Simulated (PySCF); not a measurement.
## A study: H$_{9}$N$_{2}$Si$_{2}$, charge +1, SMILES `[NH3+][SiH2]N[SiH3]`

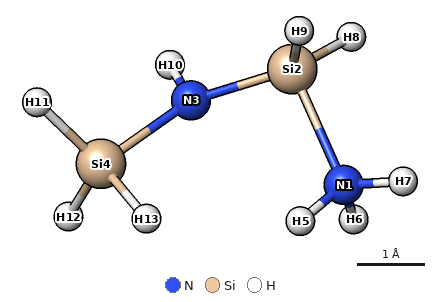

The molecule, with its atoms numbered as below. No frequency check shows the geometry to be a minimum.

Cartesian coordinates (Å):

```
N1       1.6588   -1.1614   -0.1162
Si2      1.1686    0.6890    0.1664
N3      -0.4335    0.6608   -0.3927
Si4     -1.8886   -0.2646    0.0911
H5       0.9563   -1.7654    0.3114
H6       1.6797   -1.3819   -1.1118
H7       2.5682   -1.3996    0.2784
H8       2.0715    1.3593   -0.7490
H9       1.4308    0.7732    1.5951
H10     -0.6943    1.4661   -0.9440
H11     -2.6527    0.5387    1.0335
H12     -2.5535   -0.5663   -1.1690
H13     -1.3036   -1.4610    0.7137
```

Part 1: Bonding charge

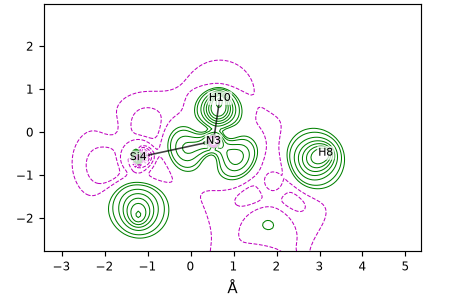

Deformation density (molecule less spherical, spin-averaged free atoms) in the plane of N3, Si4, H8 and H10; contours at ±0.05 to ±0.8 e/Å³; solid green lines: gain, dashed magenta lines: loss.

Method: ωB97X/def2-SVPD; geometry: GFN2-xTB; program: PySCF.

**Describe the bonding that the map shows.**

N3–H10: +0.79 e/Å³ at the bond critical point (bond length 1.01 Å). N3–Si4: +0.05 e/Å³ at the bond critical point (bond length 1.79 Å); up to 0.6 Å beside the axis the gain reaches +0.33 e/Å³. In all, 2.8 electrons gather in the regions of gain relative to the promolecule of neutral atoms (the regions of loss give up this much and the cation's charge besides). A small or negative value marks a very polar bond, one between electron-rich atoms, whose free-atom densities already overlap strongly, a long bond to a heavier atom, or a closed-shell contact such as a hydrogen bond.

Part 2: Electrostatic potential

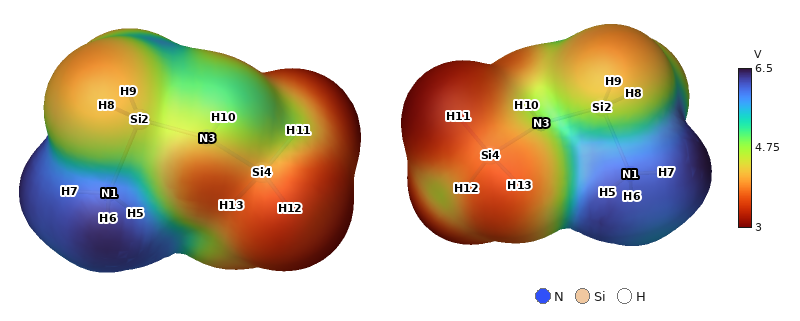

Electrostatic potential on the surface of electron density 0.001 a.u. (back view left, front view right).

**Where are the extremes of the potential on the surface?**

Highest: 6.47 V, 1.2 Å from H7. Further maxima include 5.68 V, off the Si2–H8 bond (1.9 to 2.0 Å from its atoms); 5.12 V, 1.2 Å from H10. Lowest: 3.02 V, 1.4 Å from H11. Further minima include 3.51 V, 1.5 Å from H13; 3.91 V, 1.4 Å from H9. The surface is sampled at points, so like sites can differ by a few per cent and only the strongest of them is named.

Part 3: In an electric field

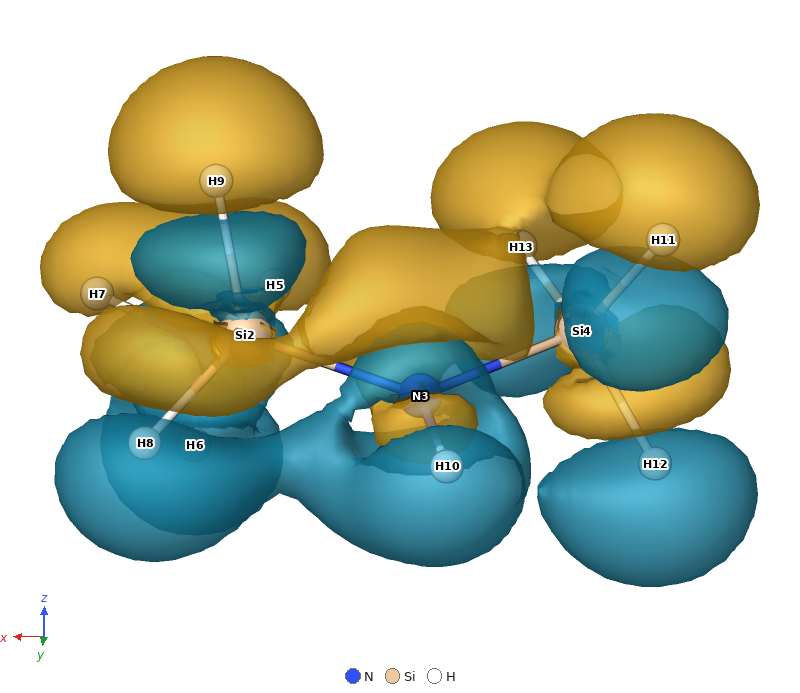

Change of the electron density in a uniform field of 0.21 V/Å, surfaces at ±0.001 e/Å³ (yellow: gain, teal: loss).

PySCF calculation, HF/aug-cc-pVDZ, gas phase; geometry: GFN2-xTB.

**Along which Cartesian direction does the field point?**

Along −z: electrons gather on the +z side, against the field.

**How large is the response?**

The induced dipole is 0.56 D (along the field); α along this axis, from the fields in both directions, is 55 bohr³ (8.1 Å³).

**Which atoms gain and lose the most charge?**

Electrons gather most on H9 (Hirshfeld charge changes by −0.008 e) and leave H12 most (+0.008 e); 0.062 electrons are displaced in all.

Part 4: Localised orbitals

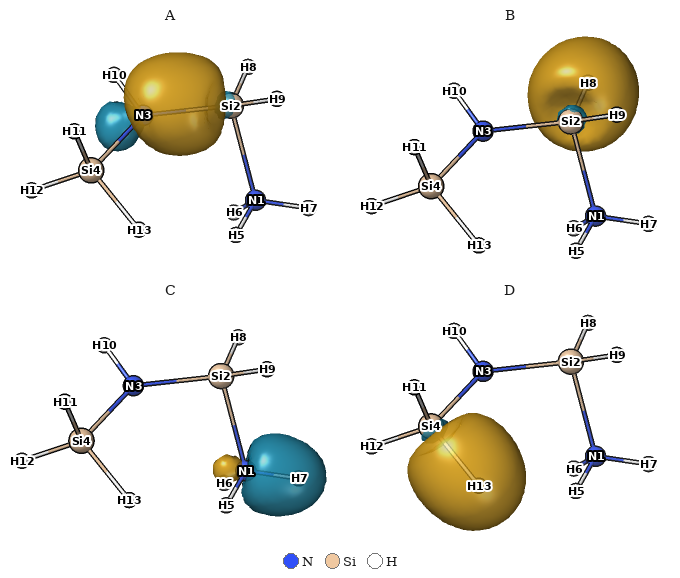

Foster–Boys orbitals, occupied; each surface holds about 80 % of the orbital's density. Energies are diagonal elements of the Fock matrix.

Computed with PySCF, B3LYP/def2-TZVP, geometry: GFN2-xTB.

**What does each orbital represent in a Lewis picture?**

By panel:
- A: bent (banana) bond N3–Si2 (N3 72 %, Si2 26 %; −18.5 eV)
- B: σ bond H8–Si2 (H8 53 %, Si2 46 %; −16.3 eV)
- C: σ bond N1–H7 (N1 64 %, H7 35 %; −23.3 eV)
- D: σ bond H13–Si4 (H13 56 %, Si4 43 %; −15.3 eV)
